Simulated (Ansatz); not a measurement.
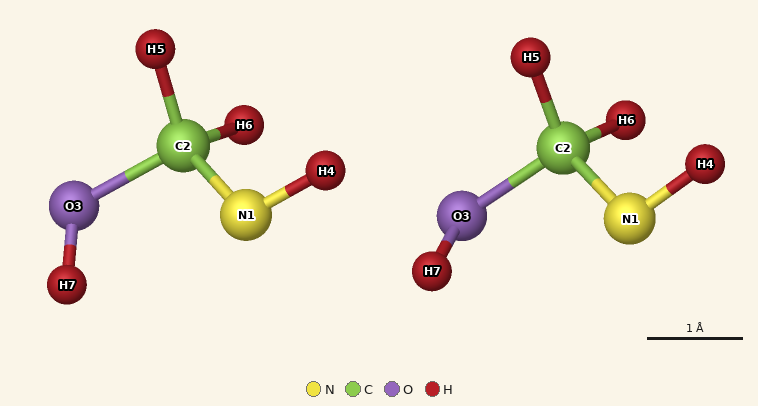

Two geometries of CH₄NO (multiplicity 2), drawn at one scale. One is the start of a relaxation, the other its converged end. Style: ball-and-stick. Shown at a tilt.

These are results of UKS PBE0/6-31G* in Ansatz 0.2.0, not measurements. (collinear spin; force threshold 0.015 eV/Å; at most 40 steps)

Question: Which of the two is the end point?

Answer: The right one is the relaxed one. The run prepares an end point of a later path (torsion) calculation, from a guessed geometry. Over 14 accepted moves (16 points after the start) the energy falls by 0.055 eV. The largest force component goes from 1.2 to 0.013 eV/Å. The line search rejected the trial steps at points 8, 15 of the run. The forces were under the threshold at step 4, but the run went on from there. The atom that moves furthest after the best rigid fit is H7 (0.22 Å). By element the largest moves are H 0.22 Å, O 0.18 Å, N 0.06 Å, C 0.04 Å. Among the contacts that change: N1–C2 1.374 → 1.418 Å, N1–H4 1.014 → 1.028 Å, C2–H6 1.117 → 1.105 Å, C2–O3 1.390 → 1.395 Å. Bond angles that change, for instance: C2–N1–H4 112.4° → 107.3°, N1–C2–H5 112.5° → 108.2°, O3–C2–H5 107.6° → 111.3°. Groups turn about C2–O3 by about 30°. Cost: 37 s on 1 thread of Arm Neoverse V1, on a shared host, peak memory 0.13 GiB.
